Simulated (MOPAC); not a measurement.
Run report: TaCl3O, geometry relaxation

System: TaCl3O, SMILES [O]=[Ta]([Cl])([Cl])[Cl].
Method: PM6-D3H4X, closed shell, dispersion D3H4X, COSMO solvent water (MOPAC 23.2.5).

The geometry comes from this level: GFN2-xTB.

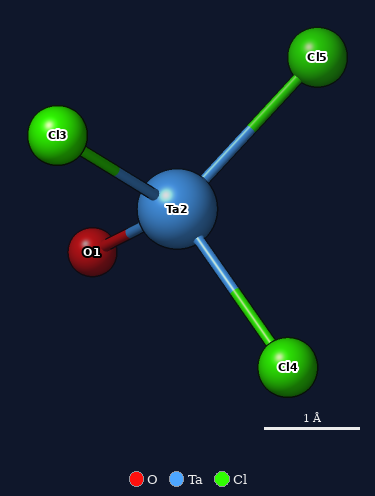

**Figure 1.** The structure as given in the input (ball-and-stick view, seen at a tilt; atoms are numbered from 1 in the order of the input). Sticks mark near contacts.

### The input (mopac_ase.py)
```python
from ase.calculators.mopac import MOPAC
from ase.optimize import BFGS
from ase.io import read

atoms = read("mol.xyz")
calc = MOPAC(label="job", method="PM6-D3H4X", task="1SCF GRADIENTS EPS=78.4 AUX(PRECISION=6) THREADS=1")
atoms.calc = calc
opt = BFGS(atoms, trajectory="opt.traj")
done = opt.run(fmax=0.05, steps=80)
print("converged:", done)
energy = atoms.get_potential_energy()
print("E =", round(energy, 6), "eV")
print("forces (eV/A):")
for sym, f in zip(atoms.get_chemical_symbols(), atoms.get_forces()):
    print(f"{sym:2s} {f[0]:10.5f} {f[1]:10.5f} {f[2]:10.5f}")
print("dipole (e A):", atoms.get_dipole_moment().round(4))
print("heat of formation (kcal/mol): %.4f" % (calc.get_final_heat_of_formation() / 0.0433641153))
print("final positions (A):")
for atom in atoms:
    print(f"{atom.symbol:2s} {atom.x:11.6f} {atom.y:11.6f} {atom.z:11.6f}")
```

### File mol.xyz
```
5

O     -0.911690     0.110750     1.637100
Ta    -0.089420     0.011020     0.160570
Cl     1.570140    -1.454920     0.184870
Cl    -1.392720    -0.597060    -1.523030
Cl     0.823690     1.930210    -0.459520
```

Run on 1 thread of AMD EPYC (Zen 3), 64 GiB of memory available, shared host.

Launch command:
```bash
export ASE_MOPAC_COMMAND="mopac PREFIX.mop > /dev/null 2>&1"
python mopac_ase.py
```

### Output
```
Step          Energy          fmax
BFGS:    0        -8.284214        2.900769
BFGS:    1        -8.368891        1.059506
BFGS:    2        -8.390990        0.593285
BFGS:    3        -8.535042        1.902170
BFGS:    4        -8.652698        2.665930
BFGS:    5        -8.744019        1.840693
BFGS:    6        -8.779906        0.547073
BFGS:    7        -8.791602        0.672930
BFGS:    8        -8.816774        0.383497
BFGS:    9        -8.822060        0.102058
BFGS:   10        -8.822534        0.011955
converged: True
E = -8.822534 eV
forces (eV/A):
O    -0.01133    0.00129   -0.00359
Ta   -0.00408   -0.00272   -0.00281
Cl    0.00744   -0.00070    0.00056
Cl    0.00315    0.00231    0.00674
Cl    0.00481   -0.00018   -0.00089
dipole (e A): [-0.0999  0.0235  0.2109]
heat of formation (kcal/mol): -203.4524
final positions (A):
O    -0.724193    0.089007    1.306013
Ta    0.055651   -0.006246   -0.099053
Cl    1.616773   -1.619953    0.482121
Cl   -1.723936   -0.655279   -1.443797
Cl    0.775705    2.192472   -0.245295
```

### Trajectory as extended XYZ (Å, eV, eV/Å), 11 frames, from step=0 to step=10
```
5
Properties=species:S:1:pos:R:3:forces:R:3 step=0 energy=-8.28421
O    -0.9117    0.1108    1.6371    1.4200  -0.1700  -2.5237
Ta   -0.0894    0.0110    0.1606   -0.9301   0.1112   1.6599
Cl    1.5701   -1.4549    0.1849    0.0396  -0.2095   0.4188
Cl   -1.3927   -0.5971   -1.5230   -0.4468  -0.0729   0.1340
Cl    0.8237    1.9302   -0.4595   -0.0826   0.3413   0.3111
5
Properties=species:S:1:pos:R:3:forces:R:3 step=1 energy=-8.36889
O    -0.8914    0.1083    1.6010   -0.1136   0.0159   0.2221
Ta   -0.1027    0.0126    0.1843    0.5139  -0.0635  -0.9243
Cl    1.5707   -1.4579    0.1909    0.1865  -0.3485   0.4389
Cl   -1.3991   -0.5981   -1.5211   -0.5811  -0.1296  -0.0072
Cl    0.8225    1.9351   -0.4551   -0.0058   0.5257   0.2705
5
Properties=species:S:1:pos:R:3:forces:R:3 step=2 energy=-8.39099
O    -0.8905    0.1082    1.5997    0.1245  -0.0130  -0.2049
Ta   -0.0979    0.0120    0.1756    0.2870  -0.0354  -0.5181
Cl    1.5731   -1.4626    0.1970    0.1539  -0.3147   0.4272
Cl   -1.4070   -0.5998   -1.5210   -0.5441  -0.1159   0.0216
Cl    0.8223    1.9422   -0.4512   -0.0212   0.4790   0.2742
5
Properties=species:S:1:pos:R:3:forces:R:3 step=3 energy=-8.53504
O    -0.8658    0.1056    1.5582    0.9250  -0.1130  -1.6583
Ta   -0.0624    0.0076    0.1114   -0.4896   0.0644   0.8755
Cl    1.5954   -1.5084    0.2594   -0.0478  -0.0949   0.3206
Cl   -1.4864   -0.6167   -1.5177   -0.2809  -0.0248   0.1902
Cl    0.8191    2.0120   -0.4112   -0.1067   0.1684   0.2719
5
Properties=species:S:1:pos:R:3:forces:R:3 step=4 energy=-8.65270
O    -0.8196    0.1003    1.4788    1.2842  -0.1593  -2.3308
Ta   -0.0175    0.0020    0.0301   -0.8451   0.1114   1.5526
Cl    1.6255   -1.5736    0.3515   -0.2936   0.1942   0.1658
Cl   -1.6014   -0.6405   -1.5098    0.0599   0.0804   0.3716
Cl    0.8129    2.1118   -0.3508   -0.2055  -0.2266   0.2408
5
Properties=species:S:1:pos:R:3:forces:R:3 step=5 energy=-8.74402
O    -0.7777    0.0955    1.4059    0.8782  -0.1103  -1.6139
Ta    0.0109   -0.0013   -0.0205   -0.5025   0.0709   0.9341
Cl    1.6427   -1.6169    0.4188   -0.3757   0.3054   0.0652
Cl   -1.6816   -0.6563   -1.4992    0.2233   0.1274   0.4177
Cl    0.8056    2.1791   -0.3050   -0.2234  -0.3935   0.1968
5
Properties=species:S:1:pos:R:3:forces:R:3 step=6 energy=-8.77991
O    -0.7488    0.0920    1.3542    0.0084  -0.0012  -0.0499
Ta    0.0247   -0.0028   -0.0444    0.2694  -0.0274  -0.4754
Cl    1.6451   -1.6340    0.4546   -0.3136   0.2664   0.0298
Cl   -1.7191   -0.6622   -1.4864    0.2173   0.1132   0.3492
Cl    0.7981    2.2070   -0.2779   -0.1815  -0.3511   0.1463
5
Properties=species:S:1:pos:R:3:forces:R:3 step=7 energy=-8.79160
O    -0.7463    0.0917    1.3491   -0.1015   0.0122   0.1514
Ta    0.0270   -0.0030   -0.0482    0.3294  -0.0391  -0.5855
Cl    1.6388   -1.6283    0.4544   -0.2396   0.1986   0.0376
Cl   -1.7141   -0.6598   -1.4798    0.1515   0.0851   0.2738
Cl    0.7946    2.1994   -0.2756   -0.1397  -0.2568   0.1228
5
Properties=species:S:1:pos:R:3:forces:R:3 step=8 energy=-8.81677
O    -0.7309    0.0898    1.3190   -0.1599   0.0198   0.2633
Ta    0.0464   -0.0050   -0.0821    0.1803  -0.0273  -0.3374
Cl    1.6177   -1.6158    0.4695    0.0025  -0.0070   0.0284
Cl   -1.7125   -0.6541   -1.4508   -0.0194  -0.0010   0.0246
Cl    0.7793    2.1851   -0.2556   -0.0035   0.0154   0.0210
5
Properties=species:S:1:pos:R:3:forces:R:3 step=9 energy=-8.82206
O    -0.7252    0.0891    1.3083   -0.0576   0.0071   0.0786
Ta    0.0540   -0.0060   -0.0958    0.0434  -0.0097  -0.0919
Cl    1.6163   -1.6186    0.4795    0.0153  -0.0101   0.0077
Cl   -1.7211   -0.6548   -1.4447   -0.0086  -0.0009   0.0036
Cl    0.7761    2.1902   -0.2472    0.0075   0.0136   0.0020
5
Properties=species:S:1:pos:R:3:forces:R:3 step=10 energy=-8.82253
O    -0.7242    0.0890    1.3060   -0.0113   0.0013  -0.0036
Ta    0.0557   -0.0062   -0.0991   -0.0041  -0.0027  -0.0028
Cl    1.6168   -1.6200    0.4821    0.0074  -0.0007   0.0006
Cl   -1.7239   -0.6553   -1.4438    0.0032   0.0023   0.0067
Cl    0.7757    2.1925   -0.2453    0.0048  -0.0002  -0.0009
```

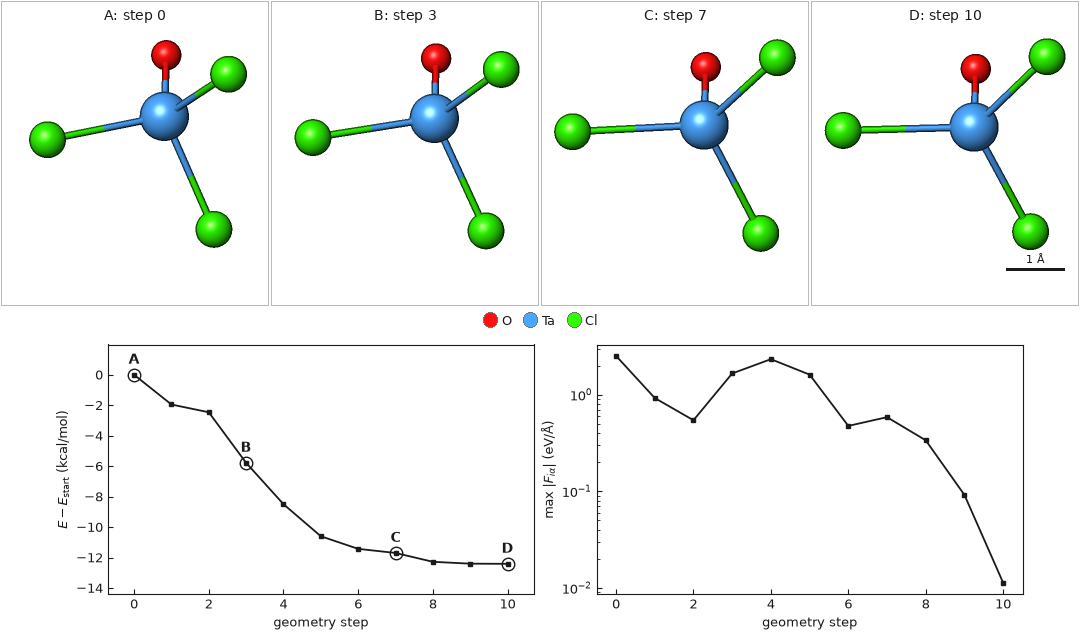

**Figure 2.** Frames of the relaxation (ball-and-stick view, seen at a tilt) above the curves, on which the letters mark them (steps are counted from 0).

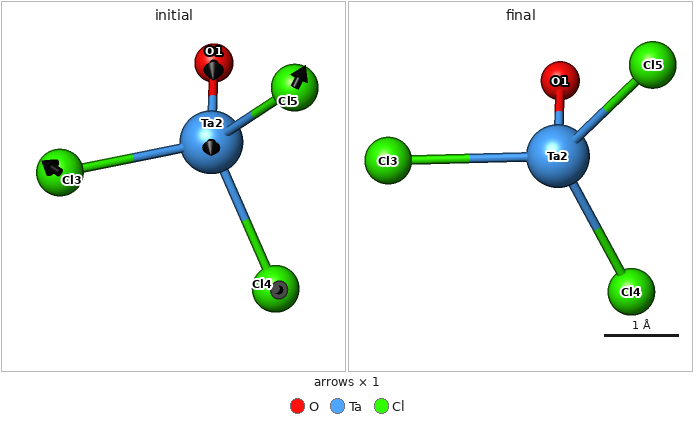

**Figure 3.** Before (left) and after (right) the relaxation, at one scale (ball-and-stick view, seen at a tilt). The black arrows give the displacements, at true length. The largest move after the best rigid fit is that of O1, 0.38 Å. By element the largest moves are O 0.38 Å, Cl 0.34 Å, Ta 0.30 Å. Distances before and after: Ta2–Cl3 2.214 → 2.319 Å, O1–Ta2 1.693 → 1.610 Å. Among the angles that change: O1–Ta2–Cl3 113.2° → 98.5°, Cl3–Ta2–Cl4 105.5° → 117.8°. Over 10 geometry steps the energy falls by 12.4 kcal/mol. Largest force component: 2.5 eV/Å at the start, 0.011 eV/Å at the end. (Atoms are counted from 1 in the order of the input.)

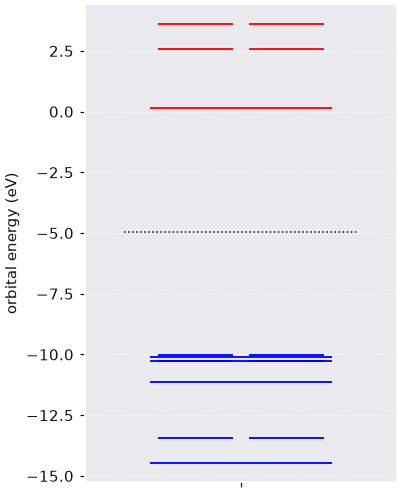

**Figure 4.** Orbital energies near the frontier; the dotted line parts filled from empty levels, and levels within 0.02 eV of each other stand side by side. Highest filled −10.04 eV, lowest empty 0.17 eV, 10.21 eV apart.

### Key numbers

| quantity | value |
| --- | --- |
| outcome | converged |
| total energy | −43.797104 hartree |
| dispersion energy | 0.000868 hartree |
| heat of formation | −203.45 kcal/mol |
| basis functions | 40 |
| largest force | 0.012 eV/Å |
| HOMO | −10.04 eV |
| LUMO | 0.17 eV |
| dipole moment | 1.13 D |
| wall time | 1.8 s |
| peak memory | 0.11 GiB |

### Notes

MOPAC's energies along a path are heats of formation.
